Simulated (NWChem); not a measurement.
**C2H3Al (AlH2(CCH)): M08-SO/STO-6G (esp resp)**

Aim: the solvation energy at fixed shape (SMD, dichloromethane) of C2H3Al (AlH2(CCH)) at M08-SO/STO-6G (esp resp), from 2 runs. 

The calculation is run with NWChem 7.3.0.

1 further run of the same task is left out (set aside as unsound or not needed).

### 1 The structure to begin with

The species is C2H3Al (6 atoms), meant as a singlet with charge 0. SMILES: `[H][Al]([H])[C]#C`. Geometry: a GFN2-xTB relaxation, a rough one for these elements and not checked as a minimum.

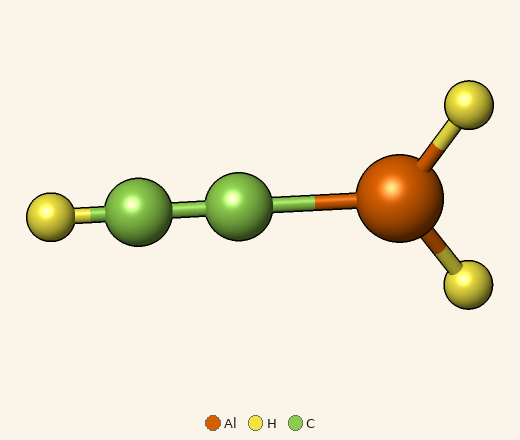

The structure, seen from a chosen angle (aluminium orange, hydrogen yellow, carbon green).

### 2 The energy at M08-SO/STO-6G (esp resp)

c2h3al.nw

```
start c2h3al
memory total 2200 mb
geometry units atomic noautosym nocenter noautoz
  Al  1.20318862  2.08637103  0.01562804
  H   4.12837128  2.20791821  0.10431288
  H  -0.14040665  4.68958215 -0.04801794
  C  -0.63725344 -1.09199714 -0.01324698
  C  -1.78114246 -3.08010241 -0.02388614
  H  -2.77277625 -4.81179073 -0.03478986
end
basis cartesian
  Al library STO-6G
  H library STO-6G
  C library STO-6G
end
dft
  xc m08-so
  grid fine
  mulliken
  print low
end
esp
  restrain
  recalculate
end
task dft energy
task esp
```

On the command line:

```sh
$ nwchem c2h3al.nw > c2h3al.out
```

What it wrote:

```text
[...]
 d= 0,ls=0.0,diis     1   -319.0293954032 -3.88D+02  3.37D-02  1.92D-01     1.3
[...]
 d= 0,ls=0.0,diis     7   -319.0692996825 -1.78D-08  2.14D-06  1.15D-09     4.8
         Total DFT energy =     -319.069299682548
      One electron energy =     -578.328597748527
           Coulomb energy =      221.048379114841
    Exchange-Corr. energy =      -30.693075381646
 Nuclear repulsion energy =       68.903994332784
[...]
      Total Density - Mulliken Population Analysis
     ---------------------------------------------
    Atom       Charge   Shell Charges
 -----------   ------   -------------------------------------------------------
    1 Al  13    12.13   2.00  1.98  5.80  1.03  1.32
    2 H    1     1.24   1.24
    3 H    1     1.24   1.24
    4 C    6     6.30   2.00  1.31  3.00
    5 C    6     6.17   2.00  1.12  3.05
    6 H    1     0.91   0.91
[...]
 Dipole moment                                  0.219346    0.220037    0.219030
 Quadrupole moment Qxx                         -3.886344   -3.854731   -3.857639
                   Qyy                         -1.962087   -1.954699   -1.940355
                   Qzz                          5.848431    5.809430    5.797994
[...]
```

Wall time 6 s (1 thread of Intel Xeon Platinum 8488C (Sapphire Rapids), shared host); peak memory 0.11 GiB.

### 3 A single-point energy at M08-SO/STO-6G (SMD dichloromethane, esp resp)

input.nw

```
start input
title "C2H3Al"
memory 2200 mb

geometry units angstroms noautosym nocenter noautoz
 Al       0.636700       1.104060       0.008270
 H        2.184640       1.168380       0.055200
 H       -0.074300       2.481620      -0.025410
 C       -0.337220      -0.577860      -0.007010
 C       -0.942540      -1.629920      -0.012640
 H       -1.467290      -2.546290      -0.018410
end

basis cartesian
 * library STO-6G
end

cosmo
 do_cosmo_smd true
 solvent dcm
end

dft
 xc m08-so
 grid fine
 mulliken
 print medium
end

esp
 restrain
 recalculate
end

task dft energy
task esp
```

On the command line:

```sh
$ nwchem input.nw > input.out
```

What it wrote:

```text
[...]
          Wavefunction type:  closed shell.
          No. of atoms     :     6
          No. of electrons :    28
[...]
          Charge           :     0
          Spin multiplicity:     1
[...]
          AO basis - number of functions:    22
[...]
              XC Information
              --------------
                       M08-SO Method XC Functional
                     Hartree-Fock (Exact) Exchange  0.568
                        M08-SO gradient correction  1.000
                      M08-SO Correlation Potential  1.000
[...]
 d= 0,ls=0.0,diis     1   -319.0293954337 -3.88D+02  3.37D-02  1.92D-01     1.3
[...]
 d= 0,ls=0.0,diis     6   -319.0817911457 -3.80D-08  4.64D-06  1.19D-09    12.7
         Total DFT energy =     -319.081791145655
      One electron energy =     -577.893184329593
           Coulomb energy =      220.896984337008
    Exchange-Corr. energy =      -30.704088540101
 Nuclear repulsion energy =       68.903999340209
             COSMO energy =       -0.285501953179
[...]
      Total Density - Mulliken Population Analysis
     ---------------------------------------------
    Atom       Charge   Shell Charges
 -----------   ------   -------------------------------------------------------
    1 Al  13    12.04   2.00  1.98  5.80  0.99  1.28
    2 H    1     1.27   1.27
    3 H    1     1.27   1.27
    4 C    6     6.31   2.00  1.32  2.99
    5 C    6     6.20   2.00  1.12  3.08
    6 H    1     0.91   0.91
[...]
 Dipole moment                                  0.297643    0.298351    0.297327
 Quadrupole moment Qxx                         -4.056525   -4.024949   -4.027917
                   Qyy                         -2.934105   -2.926988   -2.912347
                   Qzz                          6.990629    6.951937    6.940264
[...]
```

It took 14 s on 1 thread of Intel Xeon Platinum 8488C (Sapphire Rapids), shared host; peak memory 0.11 GiB.

### 4 Summary of results

At M08-SO/STO-6G (esp resp):

| quantity | value |
| --- | --- |
| gas phase: total energy | -319.06930 Eh |
| SMD, dichloromethane: total energy | -319.08179 Eh |
| SMD, dichloromethane: dipole moment | 0.76 D |
| SMD, dichloromethane: HOMO energy | -6.80 eV |
| SMD, dichloromethane: LUMO energy | 4.64 eV |
| SMD, dichloromethane: HOMO–LUMO gap | 11.43 eV |
| SMD, dichloromethane: solvent term in the energy | -32.8 kJ/mol |
| energy change from gas to solvent at fixed shape | -0.340 eV |

What this shows: The solvent model (SMD, dichloromethane) lowers the energy by 0.34 eV (−7.8 kcal/mol) at the same shape. Mulliken charges (gas phase) run from -0.30 on C4 to +0.87 on Al1. Mulliken charges (SMD, dichloromethane) run from -0.31 on C4 to +0.96 on Al1.
